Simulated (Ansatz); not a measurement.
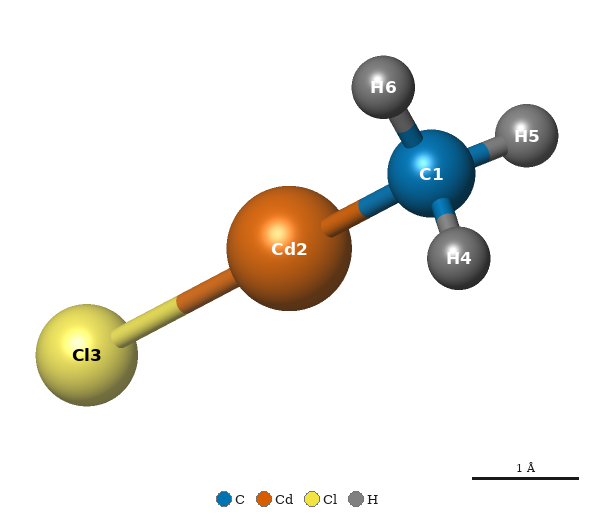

Simulated data, not a measurement (program: Ansatz).

The atoms are numbered. Geometry: moved along internal coordinates away from the minimum.

Question: What is the geometry at C1?

Answer: C1 has 4 neighbours (Cd2 at 2.09, H4 at 1.09, H5 at 1.09, H6 at 1.09 Å); the arrangement is tetrahedral.

Question: What is the geometry at Cd2?

Answer: Cd2 has 2 neighbours (C1 at 2.09, Cl3 at 2.98 Å); the arrangement is linear.
